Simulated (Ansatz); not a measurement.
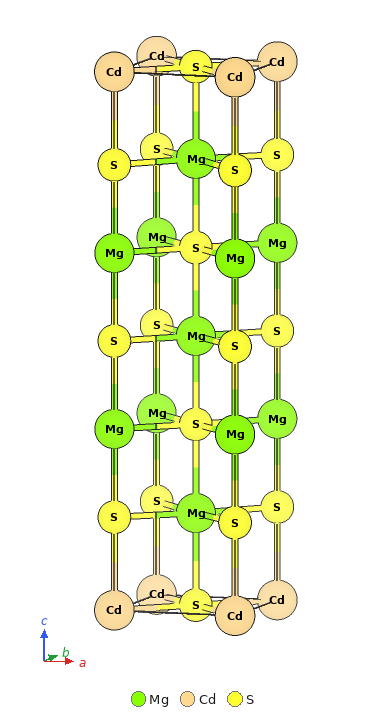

Figure: ball-and-stick view slightly off an axis. The wireframe shows the conventional unit cell.

Mg5CdS6, space group P4/mmm (No. 123), a = 3.735 Å, b = 3.735 Å, c = 15.865 Å, α = 90.00°, β = 90.00°, γ = 90.00°. The structure was taken from a structure type filled with these elements by a generator (whether the compound takes this form wasn't checked). Earlier steps of the study, as a rule a relaxation of our own, may have changed the cell and positions, so they can lie some per cent off the listed ones. It was the input of a calculation with Ansatz.

This one geometry was computed with Ansatz (DFT, plane waves, PAW) at three levels of theory: r2SCAN, PBE and PBEsol.

Q: Which level gives the highest pressure at this volume, and what does that say about its equilibrium volume?

A: Highest: PBE (0.0 GPa), which points to the largest equilibrium volume. Lowest, with the smallest volume: PBEsol (-2.4 GPa). Levels within 0.5 GPa of each other can't be told apart.

Q: How does the band gap change with the level of theory?

A: PBEsol: a gap of 1.07 eV, indirect; PBE: a gap of 1.18 eV, indirect; r2SCAN: a gap of 1.67 eV, indirect.

Q: Collect the results in a table.

A:
| level | cutoff (eV) | k-mesh of the run's cell | gap (eV) | pressure (GPa) |
| --- | --- | --- | --- | --- |
| r2SCAN | 500 | 8×8×2 | 1.67 | -1.3 |
| PBE | 420 | 8×8×2 | 1.18 | 0.0 |
| PBEsol | 420 | 8×8×2 | 1.07 | -2.4 |

Gaps are taken on the k-mesh or band path of each run.
